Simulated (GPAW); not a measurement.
**RPBE/plane waves (scalar-relativistic datasets) run of CH3FS2 (SMILES FC(S)S)**

We compute the atomisation energy of CH3FS2. Input form: an ASE script.

Program for the calculation: GPAW 26.7.0.

3 further runs of the same task are left out: 1 that didn't finish, 2 set aside as unsound or not needed.

### Step 1. The structure to begin with

CH3FS2: 7 atoms, total charge 0, spin state singlet. SMILES: `FC(S)S`. The coordinates come from a GFN2-xTB relaxation. This is one conformer, not always the lowest.

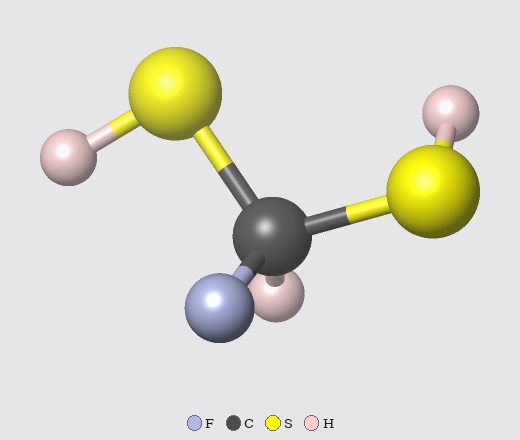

Viewed from a chosen angle; fluorine light blue, carbon dark grey, sulfur yellow, hydrogen pink.

### Step 2. The atomisation energy at RPBE/plane waves (scalar-relativistic datasets)

gs.py reads:

```python
from ase import Atoms
from gpaw import GPAW, PW

# Atomic positions
atoms = Atoms('FCSSHHH',
    positions=[[ -0.668580,  -1.420740,   0.560570],
               [ -0.343080,  -0.211580,   0.058340],
               [  1.289040,   0.335430,   0.713140],
               [ -0.293410,  -0.323840,  -1.767970],
               [ -1.116620,   0.500220,   0.368040],
               [  0.943640,   0.213250,   1.993450],
               [  0.189010,   0.907260,  -1.925570]])
atoms.center(vacuum=4.5)

# GPAW settings
calc = GPAW(mode={'name': 'pw', 'ecut': 400},
            xc='RPBE',
            maxiter=100,
            symmetry='off',
            txt='gs.txt')
atoms.calc = calc

e = atoms.get_potential_energy()
e_mol = {'RPBE': e}

# Spin-polarised atoms
e_atom = {}
for symbol in sorted(set(atoms.symbols)):
    atom = Atoms(symbol, cell=atoms.cell, pbc=atoms.pbc)
    atom.center()
    atom.calc = GPAW(mode=PW(400),
                     xc='RPBE',
                     maxiter=150,
                     symmetry='off',
                     hund=True,
                     txt=f'{symbol}_atom.txt')
    e = atom.get_potential_energy()
    e_atom[symbol] = {'RPBE': e}

atomisation = {xc: sum(e_atom[x][xc] for x in atoms.symbols) - e_mol[xc] for xc in e_mol}
for xc, de in atomisation.items():
    print(f'{xc:32} {de:9.3f} eV')
```

Launch:

```bash
python3 gs.py
```

What it wrote:

```text
RPBE                                22.640 eV
```

gs.txt, cut to the lines that bear on the results:

```text
[...]
  mode=PW(ecut=400),
[...]
|iter     |     time |      energy | eigst |  dens |
[...]
|iter:   1| 00:00:07 |  -29.806174 | +0.23 |       |
[...]
|iter:  10| 00:00:33 |  -28.902136c| -8.04c| -4.45c|
Converged in 10 steps
[...]
Energy contributions relative to reference atoms: (reference = -25506.549202)
Energy contributions:
  Kinetic:          28.749877
  Coulomb:         -30.069909
  Zero:              0.296513
  External:          0.000000
  Xc:              -27.878617
  Entropy:           0.000000
  Spinorbit:         0.000000
  ----------------------------
  Free energy:     -28.902136
  Extrapolated:    -28.902136
dipole moment: (-0.106635, 0.310782, 0.116668)  # |e|*Ang
Fermi level: -3.563
Eigenvalues  # (at kpt = [0.000, 0.000, 0.000])
| band index |      eig [eV] | occ [0-2] |
|------------|---------------|-----------|
|          0 |       -31.128 |     2.000 |
|        ... |               |           |
|          5 |       -12.084 |     2.000 |
|          6 |       -11.792 |     2.000 |
|          7 |        -9.856 |     2.000 |
[... 10 lines of this table left out ...]
|         18 |         0.717 |     0.000 |
Gap: 4.652 eV
Transition (v -> c):
[...]
timing:  # [seconds]
  Total: 123.555  # ━━━━━━━━━━━━━━━━━━━━━━━━━━━━━━━━━━━━━━━━━━━━━━━━━━━━━━━━━
  Init:    5.704  # ━━╸
  SCF:    27.397  # ━━━━━━━━━━━━╸
Max RSS: 960.203  # MiB
```

Wall time 2.1 min (1 thread of Intel Xeon at 2.50GHz (Skylake/Cascade Lake), shared host); peak memory 0.94 GiB.

### Step 3. Outcome

At RPBE/plane waves (scalar-relativistic datasets):

```
                                                 quantity        value
   energy as printed (from the program's reference atoms)  -28.9021 eV
                                            dipole moment       1.67 D
HOMO energy (shifted to the vacuum level, unlike the log)     -6.27 eV
LUMO energy (shifted to the vacuum level, unlike the log)     -1.62 eV
                                            HOMO–LUMO gap      4.65 eV
                       atomisation energy (program's own)     22.64 eV
```
